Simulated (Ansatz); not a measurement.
# C6H15FHfO3 (SMILES CC[O][Hf]([F])([O]CC)[O]CC): what the fields show

The calculation's input:

```
crystal:
  periodic: [false, false, false]
  atoms:
    - {symbol: C, position_ang: [1.024843, 2.212010, 1.906463]}
    - {symbol: C, position_ang: [0.090397, 2.591813, 0.778803]}
    - {symbol: O, position_ang: [-0.688180, 1.512140, 0.371422]}
    - {symbol: Hf, position_ang: [-1.557063, -0.121174, -0.133208]}
    - {symbol: F, position_ang: [-3.463570, 0.083678, 0.104085]}
    - {symbol: O, position_ang: [-1.187561, -0.505081, -1.977742]}
    - {symbol: C, position_ang: [-0.721759, -0.651724, -3.281150]}
    - {symbol: C, position_ang: [0.337796, 0.376133, -3.614202]}
    - {symbol: O, position_ang: [-0.935901, -1.559688, 0.975013]}
    - {symbol: C, position_ang: [-0.314331, -2.531445, 1.753936]}
    - {symbol: C, position_ang: [0.908349, -1.984441, 2.457739]}
    - {symbol: H, position_ang: [0.459156, 1.860402, 2.772299]}
    - {symbol: H, position_ang: [1.703435, 1.414894, 1.593941]}
    - {symbol: H, position_ang: [1.623877, 3.073073, 2.213671]}
    - {symbol: H, position_ang: [0.667186, 2.962556, -0.078299]}
    - {symbol: H, position_ang: [-0.571050, 3.406793, 1.097991]}
    - {symbol: H, position_ang: [-1.567219, -0.556847, -3.973924]}
    - {symbol: H, position_ang: [-0.315904, -1.663718, -3.406372]}
    - {symbol: H, position_ang: [-0.061314, 1.387506, -3.508115]}
    - {symbol: H, position_ang: [0.685616, 0.249343, -4.642634]}
    - {symbol: H, position_ang: [1.196829, 0.274416, -2.946539]}
    - {symbol: H, position_ang: [-0.032483, -3.378751, 1.115855]}
    - {symbol: H, position_ang: [-1.033252, -2.909835, 2.491300]}
    - {symbol: H, position_ang: [0.636949, -1.150195, 3.108490]}
    - {symbol: H, position_ang: [1.643661, -1.628097, 1.732256]}
    - {symbol: H, position_ang: [1.377392, -2.759762, 3.068918]}
basis:
  gaussian: {orbitals: def2-TZVPP}
hamiltonian: {xc: pbe0, dispersion: d4}
output: {orbitals: {seedname: orbitals}}
```

Launched as:

```sh
ansatz run in.yaml --threads 11 --pin off --events-out ev --progress --plain --max-ram 174080MiB --backend cuda --devices 0, --max-vram 75GiB
```

Geometry: PBE0-D4/def2-TZVP; core potentials replace the inner electrons of Hf.

Theory: RKS PBE0-D4/def2-TZVPP in Ansatz.

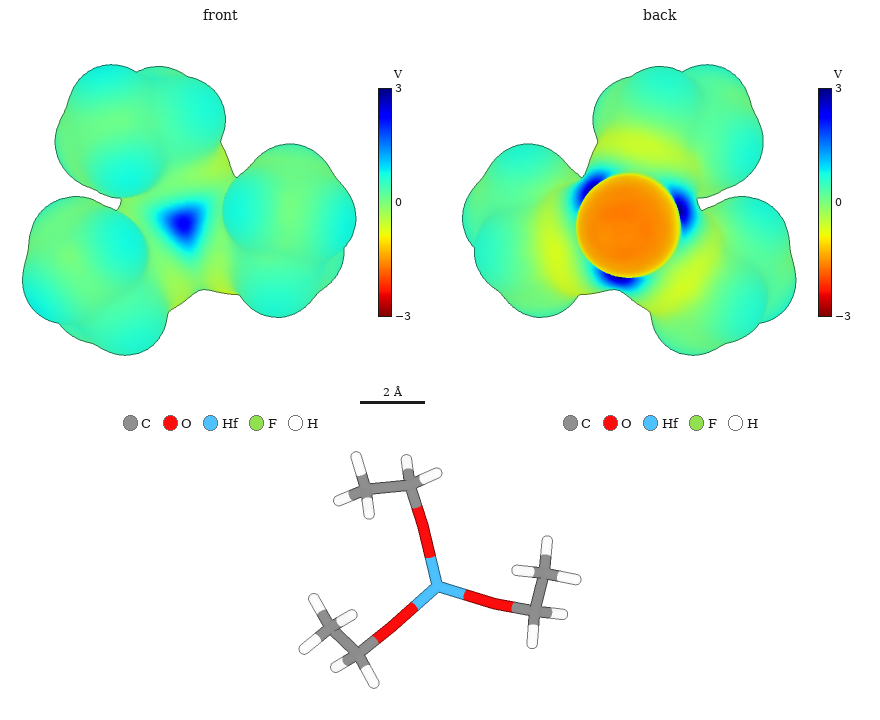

Figure 1. The molecular electrostatic potential painted on the density surface at 0.002 e/bohr³, seen from the front and from behind; the colour scale runs from red (negative) to blue (positive). The bare structure is drawn below in the same view.

### Where is the surface potential most negative and most positive?

The most negative region (about −1.6 V) lies over F5, the most positive (about +2.5 V) over Hf4.

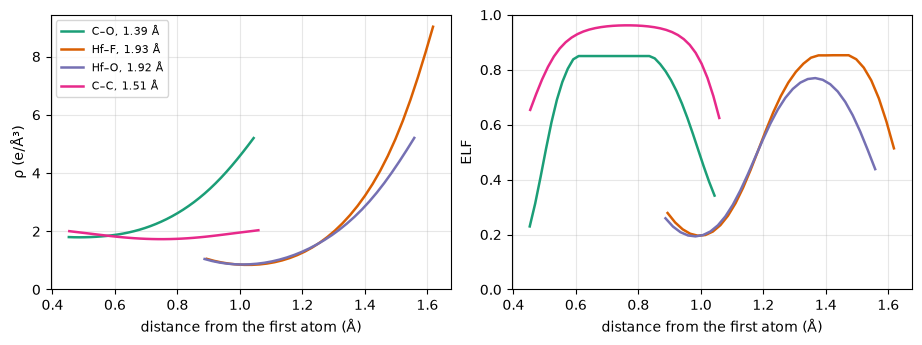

Figure 2. Electron density and electron localisation function along straight lines between neighbouring atoms. The curves leave out the atomic cores.

### What can be read from the curves?

C–O (1.39 Å): ρ is about 2.1 e/Å³ halfway, with its minimum of 1.8 e/Å³ about 0.5 Å from C; the ELF peaks at about 0.85 between the atoms: a polar covalent bond.
Hf–F (1.93 Å): ρ is about 0.89 e/Å³ halfway; the ELF peaks at about 0.85 in the valence shell of F, 0.5 Å from its nucleus, and drops to about 0.20 between the two atoms.
Hf–O (1.92 Å): ρ at the midpoint is about 0.89 e/Å³; the ELF peaks at about 0.75 in the valence shell of O, 0.6 Å from its nucleus, and drops to about 0.20 between the two atoms.
C–C (1.51 Å): the density is about 1.7 e/Å³ at the midpoint; the ELF peaks at about 0.95 between the atoms; a covalent bond.

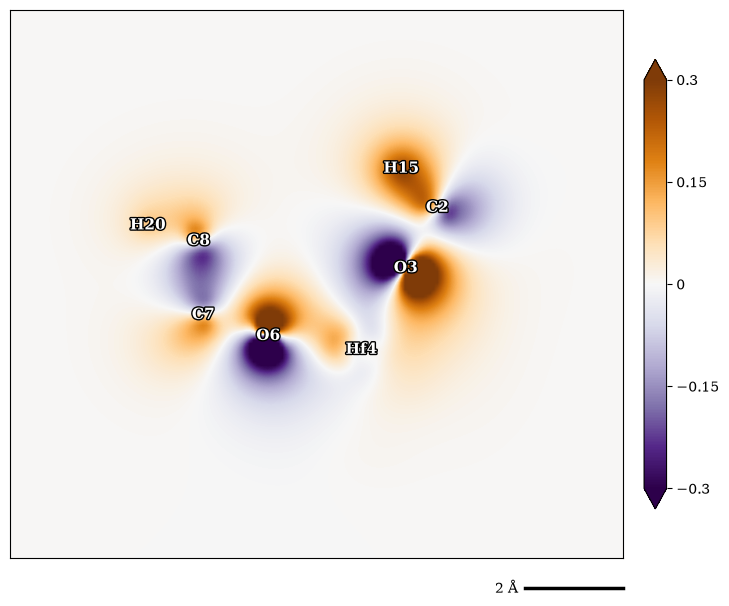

Figure 3. The HOMO−1 on the plane of atoms O6, C7 and C8 (values in Å⁻³ᐟ²; the overall sign is arbitrary).

### What is the character of this orbital?

Its weight (Hirshfeld) is mainly on O6 (about 25 %), O3 (about 20 %), O9 (about 10 %), Hf4 (about 5 %) and C7 (about 5 %). Its energy is −8.03 eV.
